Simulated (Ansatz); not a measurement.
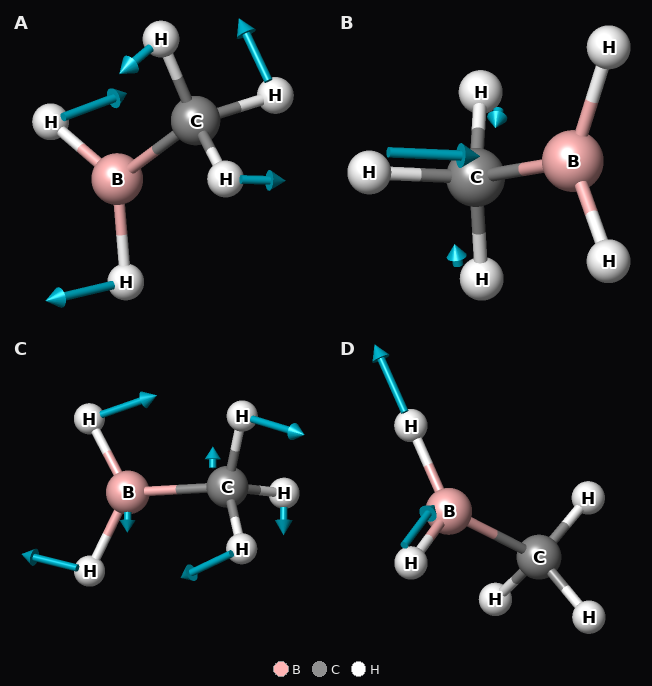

4 normal modes of one molecule or complex, as arrows. Harmonic vibrations computed with RKS PBE0-D4/def2-TZVP (Ansatz 0.2.0) at a stationary point of the same level.

**Match the panels to the wavenumbers 172 cm⁻¹, 1059 cm⁻¹, 2643 cm⁻¹, 2987 cm⁻¹.**

A: 172 cm⁻¹, a torsion or out-of-plane motion in which bond lengths and bond angles hardly change
B: 2987 cm⁻¹, C–H stretching
C: 1059 cm⁻¹, angle bending
D: 2643 cm⁻¹, out-of-phase stretching of 2 B–H bonds
